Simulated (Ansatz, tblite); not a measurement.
# The cluster In₅P₅: one state, many levels

How do method and basis change the picture of the cluster In₅P₅ (singlet)?

The runs use Ansatz 0.2.0, Gaussian basis; as each input shows.

Plan: GFN1-xTB, GFN2-xTB, PBE-D4/def2-TZVP, r2SCAN-D4/def2-TZVP, BLYP-D4/def2-TZVP, B97M-V/def2-TZVP, PBE-D4/def2-SVP, PBE0-D4/def2-SVP, MP2/def2-SVP, RPA/def2-SVP.

4 further runs of the same task are left out: 4 that didn't finish. Runs told in other sessions of the task aren't counted.

### 1 The relaxed structure

The singlet was relaxed beforehand with PBE-D4/def2-SVP. At that level it is the lowest of the isomers that a small search found.

10 atoms, charge 0, spin multiplicity 1.

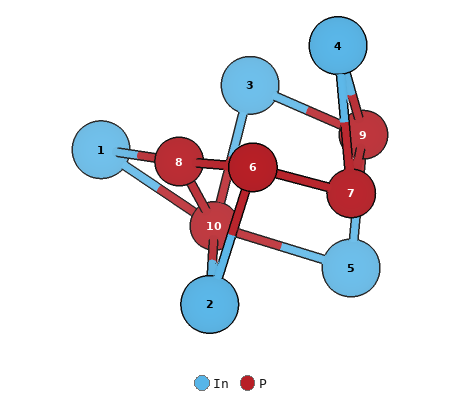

The structure; indium blue, phosphorus red; atoms are numbered from 1 in the order of the file.

In takes a core potential in the def2 sets. No spin-orbit coupling is included.

PBE0-D4/def2-TZVP was run before; its log isn't repeated, and its numbers join the tables.

### 2 GFN1-xTB

Tight binding, by tblite at 300 K electronic temperature and without a spin-polarisation term:

```python
tblite.interface.Calculator('GFN1-xTB', numbers, positions, charge=0, uhf=0).singlepoint()
```

Energy -572.4850 eV, HOMO -7.32 eV, LUMO -6.17 eV; 0.022 s.

### 3 GFN2-xTB

Tight binding, by tblite at 300 K electronic temperature and without a spin-polarisation term:

```python
tblite.interface.Calculator('GFN2-xTB', numbers, positions, charge=0, uhf=0).singlepoint()
```

Energy -515.6468 eV, HOMO -7.96 eV, LUMO -7.08 eV; 0.022 s.

### 4 PBE-D4/def2-TZVP

start.molden holds the orbitals of an earlier run on this state, given as this run's starting guess.

in.yaml reads:

```yaml
crystal:
  periodic: [false, false, false]
  atoms:
    - {symbol: In, position_ang: [-3.091604, -2.126288, 0.606040]}
    - {symbol: In, position_ang: [1.921582, -2.285441, 0.792006]}
    - {symbol: In, position_ang: [-2.225536, 0.789820, -0.550386]}
    - {symbol: In, position_ang: [0.208898, 3.212688, 1.002290]}
    - {symbol: In, position_ang: [1.027467, -0.580600, -2.751108]}
    - {symbol: P, position_ang: [1.228412, 0.466371, 1.716490]}
    - {symbol: P, position_ang: [1.908513, 1.135638, -0.274597]}
    - {symbol: P, position_ang: [-0.590036, -0.746478, 1.443294]}
    - {symbol: P, position_ang: [0.140595, 1.743742, -1.418426]}
    - {symbol: P, position_ang: [-0.528281, -1.609451, -0.565584]}
basis:
  gaussian: {orbitals: def2-TZVP, initial_orbitals: start.molden}
hamiltonian: {xc: pbe, dispersion: d4}
scf: {omitted_lower_state_checks: [starts]}
output: {forces: true, orbitals: {seedname: orbitals}}
```

Command:

```bash
ansatz run in.yaml --threads 4 --pin off --events-out ev --progress --plain --max-ram 6963MiB
```

What it wrote, shortened:

```text
Functional definition: PBE
  name "PBE"
  cite "Perdew, Burke & Ernzerhof, Phys. Rev. Lett. 77, 3865 (1996) doi:10.1103/PhysRevLett.77.3865"
  parent pbe
[...]
3290 factors; their error is unknown
[...]
mean field -72302.30009625 eV, -2657.0605202781 hartree, gradient 2.3e-5 eV, S^2 0.000000; 0 other end points of the search recorded, 0 dependent functions left out
[...]
reference -72302.30016075 eV, -2657.0605226482 hartree; 90, 90 occupied and 345, 345 virtual orbitals, 3290 factors
Total energy: -72303.53052993 eV, -2657.1057378817 hartree
Atom 0 at    -3.091604    -2.126288     0.606040 Å, force     0.139468     0.066629    -0.029165 eV/Å
Atom 1 at     1.921582    -2.285441     0.792006 Å, force    -0.125268     0.110455    -0.015463 eV/Å
Atom 2 at    -2.225536     0.789820    -0.550386 Å, force     0.151003    -0.040599     0.000926 eV/Å
Atom 3 at     0.208898     3.212688     1.002290 Å, force     0.042507    -0.139230    -0.080091 eV/Å
Atom 4 at     1.027467    -0.580600    -2.751108 Å, force    -0.055223     0.051381     0.129349 eV/Å
Atom 5 at     1.228412     0.466371     1.716490 Å, force    -0.116067    -0.060767    -0.287207 eV/Å
Atom 6 at     1.908513     1.135638    -0.274597 Å, force    -0.321949     0.045686     0.101829 eV/Å
Atom 7 at    -0.590036    -0.746478     1.443294 Å, force     0.182718    -0.031631    -0.294147 eV/Å
Atom 8 at     0.140595     1.743742    -1.418426 Å, force     0.151541    -0.132133     0.183843 eV/Å
Atom 9 at    -0.528281    -1.609451    -0.565584 Å, force    -0.048729     0.130209     0.290127 eV/Å
Dipole moment:    -0.326803    -0.337146     0.020545 e Å
Checks for a lower state left out: starts
```

It took 20 s on 4 threads of Arm Neoverse V2, shared host; peak memory 1.7 GiB.

From the report: HOMO -4.62 eV, LUMO -3.36 eV.

### 5 r2SCAN-D4/def2-TZVP

Edit in.yaml of step 4 so:

```diff
@@ -15,4 +15,4 @@
   gaussian: {orbitals: def2-TZVP, initial_orbitals: start.molden}
-hamiltonian: {xc: pbe, dispersion: d4}
+hamiltonian: {xc: r2scan, dispersion: d4}
 scf: {omitted_lower_state_checks: [starts]}
-output: {forces: true, orbitals: {seedname: orbitals}}
+output: {orbitals: {seedname: orbitals}}
```

Launched as before.

What it wrote:

```text
Functional definition: r2SCAN
  name "r2SCAN"
  cite "Furness, Kaplan, Ning, Perdew & Sun, J. Phys. Chem. Lett. 11, 8208 (2020) doi:10.1021/acs.jpclett.0c02405"
  cite "Furness, Kaplan, Ning, Perdew & Sun, J. Phys. Chem. Lett. 11, 9248 (2020) doi:10.1021/acs.jpclett.0c03077"
  parent r2scan
  parameter k0 = 0.174
  parameter k1 = 0.065
  parameter a1 = 4.9479
  exchange = r2scan_x(k0 = k0, k1 = k1, a1 = a1)
  correlation = r2scan_c
these checks for a lower state are left out or cut short: starts
3290 factors; their error is unknown
mean field evaluation 1: about -72328.4727 eV, gradient 1.2e1 eV
mean field evaluation 2: about -72328.6117 eV, gradient 2.1e-1 eV
mean field evaluation 4: about -72328.6020 eV, gradient 7.6e-4 eV
mean field -72328.60197347 eV, -2658.0270964379 hartree, gradient 1.8e-5 eV, S^2 0.000000; 0 other end points of the search recorded, 0 dependent functions left out
reference -72328.60199522 eV, -2658.0270972371 hartree; 90, 90 occupied and 345, 345 virtual orbitals, 3290 factors
Total energy: -72328.86025560 eV, -2658.0365881310 hartree
Checks for a lower state left out: starts
```

Wall time 41 s (4 threads of Arm Neoverse V2, shared host); peak memory 1.8 GiB.

HOMO -4.82 eV, LUMO -3.44 eV.

### 6 BLYP-D4/def2-TZVP

Edit in.yaml of step 5 so:

```diff
@@ -15,3 +15,3 @@
   gaussian: {orbitals: def2-TZVP, initial_orbitals: start.molden}
-hamiltonian: {xc: r2scan, dispersion: d4}
+hamiltonian: {xc: {name: BLYP}, dispersion: d4}
 scf: {omitted_lower_state_checks: [starts]}
```

Same command.

What it wrote:

```text
Functional definition: BLYP
  name "BLYP"
  cite "Becke, Phys. Rev. A 38, 3098 (1988) doi:10.1103/PhysRevA.38.3098"
  cite "Lee, Yang & Parr, Phys. Rev. B 37, 785 (1988) doi:10.1103/PhysRevB.37.785"
  parameter beta = 0.0042
  parameter a = 0.04918
  parameter b = 0.132
  parameter c = 0.2533
  parameter d = 0.349
  exchange = b88_x(beta = beta)
  correlation = lyp_c(a = a, b = b, c = c, d = d)
these checks for a lower state are left out or cut short: starts
3290 factors; their error is unknown
mean field evaluation 1: about -72315.9576 eV, gradient 2.4e1 eV
mean field evaluation 2: about -72316.5579 eV, gradient 6.9e-1 eV
mean field evaluation 4: about -72316.5521 eV, gradient 8.9e-2 eV
mean field evaluation 8: about -72316.5521 eV, gradient 2.4e-5 eV
mean field -72316.55209421 eV, -2657.5842715425 hartree, gradient 2.4e-5 eV, S^2 0.000000; 0 other end points of the search recorded, 0 dependent functions left out
reference -72316.55251134 eV, -2657.5842868720 hartree; 90, 90 occupied and 345, 345 virtual orbitals, 3290 factors
Total energy: -72319.04511337 eV, -2657.6758883071 hartree
Checks for a lower state left out: starts
```

Wall time 22 s (4 threads of Arm Neoverse V2, shared host); peak memory 1.7 GiB.

From the report: HOMO -4.42 eV, LUMO -3.15 eV.

### 7 B97M-V/def2-TZVP

Edit in.yaml of step 6 so:

```diff
@@ -15,3 +15,3 @@
   gaussian: {orbitals: def2-TZVP, initial_orbitals: start.molden}
-hamiltonian: {xc: {name: BLYP}, dispersion: d4}
+hamiltonian: {xc: {name: B97M-V}}
 scf: {omitted_lower_state_checks: [starts]}
```

Launched as before.

What it wrote, shortened:

```text
Functional definition: B97M-V
  name "B97M-V"
  cite "Mardirossian & Head-Gordon, J. Chem. Phys. 142, 074111 (2015) doi:10.1063/1.4907719"
  cite "Becke, J. Chem. Phys. 107, 8554 (1997) doi:10.1063/1.475007"
  cite "Vydrov & Van Voorhis, J. Chem. Phys. 133, 244103 (2010) doi:10.1063/1.3521275"
  # Of w^i u^j: cxij and so on, Table III.
[...]
  gx(w, u) = cx00 + cx01*u + cx02*u^2 + (cx10 + cx11*u)*w
  gss(w, u) = css00 + css02*u^2 + css10*w + (css32*w^3 + css42*w^4)*u^2
  gos(w, u) = cos00 + cos01*u + cos03*u^3 + cos10*w + cos32*w^3*u^2
[...]
      + integral(e_c_pw_mod_opposite_spin*gos(b97_w_opposite, b97_u_opposite)) + vv10(b, c)
[...]
3290 factors; their error is unknown
[...]
mean field -72310.71334961 eV, -2657.3697016363 hartree, gradient 2.2e-5 eV, S^2 0.000000; 0 other end points of the search recorded, 0 dependent functions left out
reference -72310.71344270 eV, -2657.3697050574 hartree; 90, 90 occupied and 345, 345 virtual orbitals, 3290 factors
Total energy: -72310.71344270 eV, -2657.3697050574 hartree
Checks for a lower state left out: starts
```

Wall time 70 s (4 threads of Arm Neoverse V2, shared host); peak memory 2 GiB.

Report: HOMO -4.69 eV, LUMO -3.38 eV.

### 8 PBE-D4/def2-SVP

Edit in.yaml of step 7 so:

```diff
@@ -14,4 +14,4 @@
 basis:
-  gaussian: {orbitals: def2-TZVP, initial_orbitals: start.molden}
-hamiltonian: {xc: {name: B97M-V}}
+  gaussian: {orbitals: def2-SVP, initial_orbitals: start.molden}
+hamiltonian: {xc: pbe, dispersion: d4}
 scf: {omitted_lower_state_checks: [starts]}
```

Same command.

What it wrote:

```text
Functional definition: PBE
  name "PBE"
  cite "Perdew, Burke & Ernzerhof, Phys. Rev. Lett. 77, 3865 (1996) doi:10.1103/PhysRevLett.77.3865"
  parent pbe
  parameter kappa = 0.804
  parameter beta = 0.06672455060314922
  exchange = pbe_x(kappa = kappa, mu = beta*pi^2/3)
  correlation = pbe_c(beta = beta)
these checks for a lower state are left out or cut short: starts
2615 factors; their error is unknown
mean field evaluation 1: about -72284.9995 eV, gradient 4.9e1 eV
mean field evaluation 2: about -72285.5876 eV, gradient 1.2e0 eV
mean field evaluation 4: about -72285.5777 eV, gradient 6.5e-2 eV
mean field -72285.57775837 eV, -2656.4459856956 hartree, gradient 6.3e-5 eV, S^2 0.000000; 0 other end points of the search recorded, 0 dependent functions left out
reference -72285.57780995 eV, -2656.4459875912 hartree; 90, 90 occupied and 130, 130 virtual orbitals, 2615 factors
Total energy: -72286.80817913 eV, -2656.4912028247 hartree
Checks for a lower state left out: starts
```

It took 7 s on 4 threads of Arm Neoverse V2, shared host.

HOMO -4.63 eV, LUMO -3.36 eV.

### 9 PBE0-D4/def2-SVP

Edit in.yaml of step 8 so:

```diff
@@ -15,3 +15,3 @@
   gaussian: {orbitals: def2-SVP, initial_orbitals: start.molden}
-hamiltonian: {xc: pbe, dispersion: d4}
+hamiltonian: {xc: pbe0, dispersion: d4}
 scf: {omitted_lower_state_checks: [starts]}
```

Launched as before.

What it wrote:

```text
Functional definition: PBE0
  name "PBE0"
  cite "Adamo & Barone, J. Chem. Phys. 110, 6158 (1999) doi:10.1063/1.478522"
  cite "Perdew, Burke & Ernzerhof, Phys. Rev. Lett. 77, 3865 (1996) doi:10.1103/PhysRevLett.77.3865"
  parent pbe
  parameter a = 0.25
  parameter kappa = 0.804
  parameter beta = 0.06672455060314922
  exchange = (1 - a)*pbe_x(kappa = kappa, mu = beta*pi^2/3) + a*exact_x
  correlation = pbe_c(beta = beta)
these checks for a lower state are left out or cut short: starts
2485 factors; integrals over basis functions are off by at most 9.8e-4 eV
mean field evaluation 1: about -72287.9274 eV, gradient 4.7e1 eV
mean field evaluation 2: about -72288.2707 eV, gradient 6.6e-1 eV
mean field evaluation 4: about -72288.2916 eV, gradient 3.0e-3 eV
mean field -72288.29161839 eV, -2656.5457182118 hartree, gradient 2.1e-5 eV, S^2 0.000000; 0 other end points of the search recorded, 0 dependent functions left out
reference -72288.29165715 eV, -2656.5457196364 hartree; 90, 90 occupied and 130, 130 virtual orbitals, 2485 factors
Total energy: -72289.37949424 eV, -2656.5856969121 hartree
Checks for a lower state left out: starts
```

Run time: 15 s. Hardware: 4 threads of Arm Neoverse V2, shared host; peak memory 1.2 GiB.

From the report: HOMO -5.35 eV, LUMO -2.89 eV.

### 10 MP2/def2-SVP

Edit in.yaml of step 9 so:

```diff
@@ -15,3 +15,3 @@
   gaussian: {orbitals: def2-SVP, initial_orbitals: start.molden}
-hamiltonian: {xc: pbe0, dispersion: d4}
+correlation: {method: mp2}
 scf: {omitted_lower_state_checks: [starts]}
```

The command is unchanged.

What it wrote, shortened:

```text
Functional definition: HF
  name "HF"
  cite "Fock, Z. Phys. 61, 126 (1930) doi:10.1007/BF01340294"
  parent pbe
[...]
2485 factors; integrals over basis functions are off by at most 9.8e-4 eV
[...]
mean field -72092.86554008 eV, -2649.3639422984 hartree, gradient 2.7e-6 eV, S^2 0.000000; 0 other end points of the search recorded, 0 dependent functions left out; unrestricted orbitals would lower it
45 core orbitals not correlated: weight in the atoms' cores, before any rotation towards them, 1.000 or more for the frozen orbitals, at most 0.000 for the correlated occupied ones
reference -72092.86554008 eV, -2649.3639422984 hartree; 45, 45 occupied and 130, 130 virtual orbitals, 2485 factors
second order -28.12359586 eV of doubles, -0.00000000 eV of singles
Total energy: -72120.98913594 eV, -2650.3974653834 hartree
Checks for a lower state left out: starts
```

It took 16 s on 4 threads of Arm Neoverse V2, shared host; peak memory 1.2 GiB.

From the report: Hartree-Fock HOMO -6.83 eV, LUMO -0.66 eV. Doubts: restricted state is unstable towards broken spin symmetry.

### 11 RPA/def2-SVP

Edit in.yaml of step 10 so:

```diff
@@ -15,4 +15,4 @@
   gaussian: {orbitals: def2-SVP, initial_orbitals: start.molden}
-correlation: {method: mp2}
+hamiltonian: {xc: pbe}
+correlation: {method: rpa}
 scf: {omitted_lower_state_checks: [starts]}
-output: {orbitals: {seedname: orbitals}}
```

Same command.

What it wrote, shortened:

```text
Functional definition: PBE
  name "PBE"
  cite "Perdew, Burke & Ernzerhof, Phys. Rev. Lett. 77, 3865 (1996) doi:10.1103/PhysRevLett.77.3865"
  parent pbe
[...]
2485 factors; integrals over basis functions are off by at most 9.8e-4 eV
[...]
mean field -72285.57772664 eV, -2656.4459845297 hartree, gradient 3.5e-6 eV, S^2 0.000000; 0 other end points of the search recorded, 0 dependent functions left out
45 core orbitals not correlated: weight in the atoms' cores, before any rotation towards them, 1.000 or more for the frozen orbitals, at most 0.000 for the correlated occupied ones
reference -72089.53009803 eV, -2649.2413670642 hartree; 45, 45 occupied and 130, 130 virtual orbitals, 2485 factors
Total energy: -72134.12342646 eV, -2650.8801416575 hartree
Checks for a lower state left out: starts
```

Wall time 18 s (4 threads of Arm Neoverse V2, shared host); peak memory 1 GiB.

### 12 Comparison

| level | functions | HOMO (eV) | LUMO (eV) | gap (eV) | time |
| --- | --- | --- | --- | --- | --- |
| PBE-D4/def2-SVP | 220 | -4.63 | -3.36 | 1.27 | 7 s |
| PBE-D4/def2-TZVP | 435 | -4.62 | -3.36 | 1.25 | 20 s |
| BLYP-D4/def2-TZVP | 435 | -4.42 | -3.15 | 1.27 | 22 s |
| r2SCAN-D4/def2-TZVP | 435 | -4.82 | -3.44 | 1.38 | 41 s |
| B97M-V/def2-TZVP | 435 | -4.69 | -3.38 | 1.31 | 70 s |
| PBE0-D4/def2-SVP | 220 | -5.35 | -2.89 | 2.47 | 15 s |
| PBE0-D4/def2-TZVP | 435 | -5.33 | -2.87 | 2.46 | 55 s |

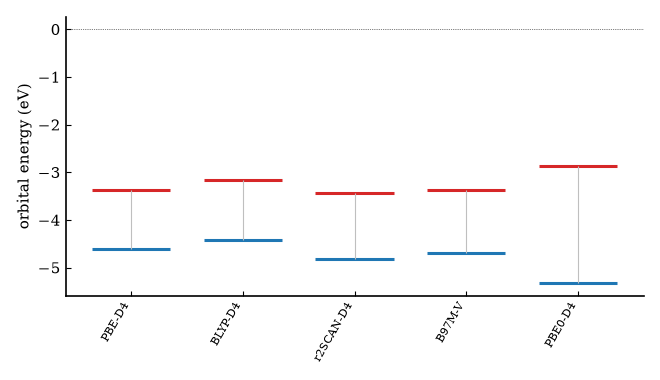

Highest filled (blue) and lowest empty (red) level in def2-TZVP.

Energy pieces by basis (eV):

| basis | HF | MP2 correlation | total |
| --- | --- | --- | --- |
| def2-SVP | -72092.8655 | -28.1236 | -72120.9891 (MP2) |

### 13 Binding energy

Free atoms were run apart at each level; binding is atoms less cluster, divided by the number of atoms, without zero-point or spin-orbit terms.

| level | binding an atom (eV) |
| --- | --- |
| HF/def2-SVP | 0.939 |
| PBE-D4/def2-SVP | 2.699 |
| PBE-D4/def2-TZVP | 2.732 |
| BLYP-D4/def2-TZVP | 2.589 |
| r2SCAN-D4/def2-TZVP | 2.557 |
| B97M-V/def2-TZVP | 2.637 |
| PBE0-D4/def2-SVP | 2.532 |
| PBE0-D4/def2-TZVP | 2.575 |
| RPA/def2-SVP | 2.043 |
| MP2/def2-SVP | 2.236 |

### 14 What came out

| quantity | value |
| --- | --- |
| gap in def2-TZVP, named functionals, smallest and largest | 1.25 eV (PBE-D4), 2.46 eV (PBE0-D4) |
| correlation energy, MP2/def2-SVP | -28.12 eV |
| binding an atom, functionals in def2-TZVP | 2.56 (r2SCAN-D4) to 2.73 eV (PBE-D4) |
| PBE0 total energy, smallest basis above largest | 16.48 eV (def2-SVP, def2-TZVP) |

Orbital gaps of the named functionals in def2-TZVP span 1.25 eV (PBE-D4) to 2.46 eV (PBE0-D4); exact exchange widens it.

The slowest run with a step of its own, B97M-V/def2-TZVP, took 70 s; the quickest functional in def2-TZVP took 20 s (shared host).
